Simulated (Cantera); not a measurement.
Feed: 1 mol SiCl4, 0.57 mol H2, equilibrated at 2480 Torr.

Method: chemical equilibrium by Gibbs-energy minimisation in Cantera with the NASA 1993 tables (ideal gas, pure condensed phases). Candidate condensed phases: Si; 19 gas species. The tables' values for SiCl3 are old estimates; treat these amounts as uncertain. Kinetics and transport are ignored.

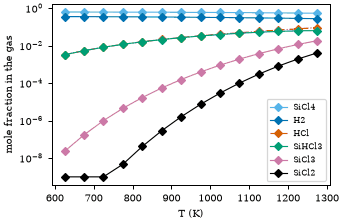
Figure. Equilibrium gas composition (values under 1e-9 drawn at 1e-9)

From 625 K to 1275 K nothing is condensed. The main Si-bearing gas is SiCl4 throughout.
